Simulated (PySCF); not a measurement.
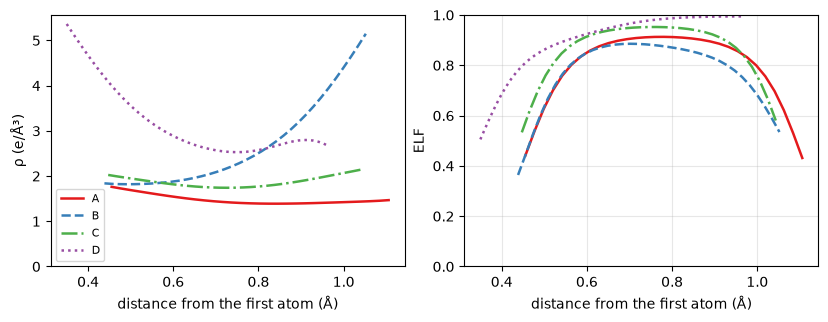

The picture shows: C5H11OS (SMILES CC(C)([CH]S)CO) (doublet). Electron density and ELF along straight lines between neighbouring atoms. The curves leave out the atomic cores.

Geometry: GFN2-xTB.

Method: UKS B3LYP, pcH-1 on C H O S, non-relativistic, mean-field spin-orbit, GIAO in PySCF.

```xyz
18

C    -0.9580   -0.8190    1.1201
C    -0.0622   -0.2337    0.0234
C     0.5658   -1.3760   -0.7997
C     1.0018    0.5929    0.6610
S     1.9575    1.6780   -0.2968
C    -0.9148    0.6410   -0.9231
O    -1.5454    1.7095   -0.2687
H    -1.5065   -0.0217    1.6158
H    -0.3643   -1.3534    1.8581
H    -1.6753   -1.5095    0.6843
H     1.2184   -0.9718   -1.5706
H     1.1507   -2.0254   -0.1523
H    -0.2124   -1.9665   -1.2771
H     1.4513    0.2582    1.5788
H     2.7421    2.0963    0.6968
H    -1.7187    0.0409   -1.3543
H    -0.2784    1.0101   -1.7418
H    -0.8602    2.2566    0.1344
```

Q: Which curve belongs to which contact (C–C, C–O, C–S and O–H)? The first atom named is at distance zero.

A: Curve A: C–S (1.73 Å): the density is about 1.4 e/Å³ at the midpoint; the ELF peaks at about 0.90 between the atoms, as expected for a covalent bond. Curve B: C–O (1.40 Å): ρ is about 2.1 e/Å³ halfway, with its minimum of 1.8 e/Å³ about 0.5 Å from C; the ELF peaks at about 0.90 between the atoms: a shared but strongly polarised pair. Curve C: C–C (1.49 Å): ρ is about 1.7 e/Å³ halfway; the ELF peaks at about 0.95 between the atoms (a shared electron pair). Curve D: O–H (0.97 Å): ρ is about 3.7 e/Å³ halfway; the ELF climbs to about 1 towards the hydrogen, as it does in any bond to H (an ordinary covalent bond to hydrogen).
